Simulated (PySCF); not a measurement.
**InH2ClO (SMILES [OH][InH][Cl]): MP2/def2-SVP (core potential)**

What is the vertical ionisation energy of InH2ClO at MP2/def2-SVP (core potential)? Input form: a Python script.

Program for the calculation: PySCF 2.14.0.

### Step 1. Starting point

InH2ClO: 5 atoms, total charge 0, spin state singlet. SMILES: `[OH][InH][Cl]`. Geometry: relaxed at PBE0-D4/def2-TZVP. This is one conformer, not always the lowest.

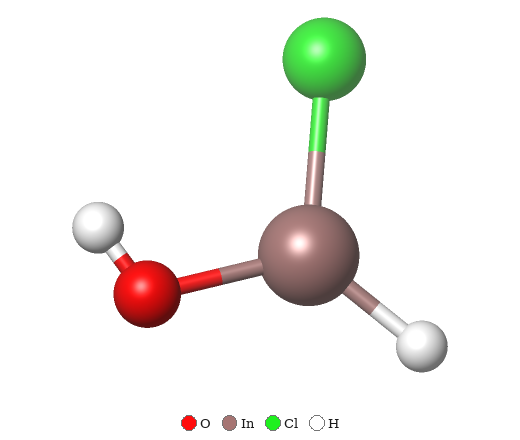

The structure, seen from a chosen angle (oxygen red, indium brown, chlorine green, hydrogen white).

### Step 2. A single-point energy at MP2/def2-SVP (core potential)

geometry.xyz reads:

```xyz
5

O     -1.390100     0.131800    -0.577000
In     0.449500     0.401800     0.067200
Cl     1.287900    -1.597300     0.930400
H     -1.681700    -0.774800    -0.447000
H      1.334300     1.838500     0.026500
```

input.py reads:

```python
from pyscf import gto, scf, mp

mol = gto.Mole()
mol.atom = 'geometry.xyz'
mol.spin = 0
mol.verbose = 3
mol.max_memory = 1860
mol.ecp = {'In': 'def2-svp'}
mol.basis = 'def2-svp'
mol.charge = 0
mol.build()

myscf = scf.RHF(mol)
myscf.conv_tol = 1e-10
myscf.kernel()
if not myscf.converged:
    myscf = myscf.newton().run(myscf.mo_coeff, myscf.mo_occ)

pt = mp.MP2(myscf, frozen=10).run()
e_final = pt.e_tot
print('E = %.10f Eh' % e_final)
```

Started as:

```
$ OMP_NUM_THREADS=1 python input.py
```

Log:

```text
converged SCF energy = -724.581497050148
E(RMP2) = -724.991467402524  E_corr = -0.40997035237522
E(SCS-RMP2) = -724.979803313165  E_corr = -0.398306263017041
E = -724.9914674025 Eh
```

Wall time 1.4 s (1 thread of Arm Neoverse V1, shared host); peak memory 0.15 GiB.

### Step 3. The doublet cation, same level

run.py reads:

```python
from pyscf import gto, mp

mol = gto.Mole()
mol.atom = '''
O   -1.390100   0.131800  -0.577000
In   0.449500   0.401800   0.067200
Cl   1.287900  -1.597300   0.930400
H   -1.681700  -0.774800  -0.447000
H    1.334300   1.838500   0.026500
'''
mol.max_memory = 1860
mol.basis = 'def2-svp'
mol.verbose = 4
mol.spin = 1
mol.ecp = {'In': 'def2-svp'}
mol.charge = 1
mol.build()

mf = mol.UHF()
mf.conv_tol = 1e-10
mf.kernel()
if not mf.converged:
    mf = mf.newton().run(mf.mo_coeff, mf.mo_occ)

pt = mp.MP2(mf, frozen=10).run()
e_final = pt.e_tot
print('Final energy', e_final)
```

Started as:

```
$ OMP_NUM_THREADS=1 python run.py
```

Log:

```text
PySCF version 2.14.0

[INPUT] num. atoms = 5
[INPUT] num. electrons = 47
[INPUT] charge = 1
[INPUT] spin (= nelec alpha-beta = 2S) = 1
[INPUT] symmetry False subgroup None
[INPUT] Mole.unit = angstrom
[INPUT] Symbol           X                Y                Z      unit          X                Y                Z       unit  Magmom
[INPUT]  1 O     -1.390100000000   0.131800000000  -0.577000000000 AA   -2.626908285758   0.249065903218  -1.090371973874 Bohr   0.0
[INPUT]  2 In     0.449500000000   0.401800000000   0.067200000000 AA    0.849431892992   0.759291956850   0.126989595571 Bohr   0.0
[INPUT]  3 Cl     1.287900000000  -1.597300000000   0.930400000000 AA    2.433778275827  -3.018459538768   1.758201186295 Bohr   0.0
[INPUT]  4 H     -1.681700000000  -0.774800000000  -0.447000000000 AA   -3.177952423681  -1.464159801313  -0.844707577681 Bohr   0.0
[INPUT]  5 H      1.334300000000   1.838500000000   0.026500000000 AA    2.521461568007   3.474261480013   0.050077742301 Bohr   0.0

nuclear repulsion = 168.631609123536
number of shells = 30
number of NR pGTOs = 135
number of NR cGTOs = 68
basis = def2-svp
ecp = {'In': 'def2-svp'}

[... 109 lines left out ...]
converged SCF energy = -724.199953028768  <S^2> = 0.75788863  2S+1 = 2.0078731
[... 1 line left out ...]
******** <class 'pyscf.mp.ump2.UMP2'> ********
nocc = (np.int64(14), np.int64(13)), nmo = (58, 58)
frozen orbitals 10
E(UMP2) = -724.587313690854  E_corr = -0.387360662085444
E(SCS-UMP2) = -724.578176460463  E_corr = -0.378223431695083
E_corr(same-spin) = -0.0999338801624414
E_corr(oppo-spin) = -0.287426781923002
Final energy -724.5873136908538
```

Run time: 2.2 s. Hardware: 1 thread of Arm Neoverse V1, shared host; peak memory 0.16 GiB.

### Step 4. Outcome

At MP2/def2-SVP (core potential), 10 core orbitals frozen:

| quantity | value |
| --- | --- |
| singlet InH2ClO: total energy | -724.99147 Eh |
| singlet InH2ClO: dipole moment (Hartree–Fock density) | 1.45 D |
| singlet InH2ClO: HOMO energy (Hartree–Fock orbitals) | -11.85 eV |
| singlet InH2ClO: LUMO energy (Hartree–Fock orbitals) | 1.15 eV |
| singlet InH2ClO: HOMO–LUMO gap (Hartree–Fock orbitals) | 13.00 eV |
| singlet InH2ClO: correlation energy (10 core orbitals frozen) | -410.0 mEh |
| doublet cation: total energy | -724.58731 Eh |
| doublet cation: HOMO energy (Hartree–Fock orbitals) (highest over α and β) | -17.71 eV |
| doublet cation: LUMO energy (Hartree–Fock orbitals) (lowest over α and β) | -8.96 eV |
| doublet cation: correlation energy (10 core orbitals frozen) | -387.4 mEh |
| doublet cation: ⟨S²⟩ of the reference determinant | 0.758 |
| vertical ionisation energy (to the doublet cation) | 10.998 eV |

**Reading.** Removing an electron at fixed nuclei costs 11.00 eV (1061 kJ/mol). Mulliken charges (doublet cation) of the mean-field density run from -0.58 on O1 to +1.07 on In2.
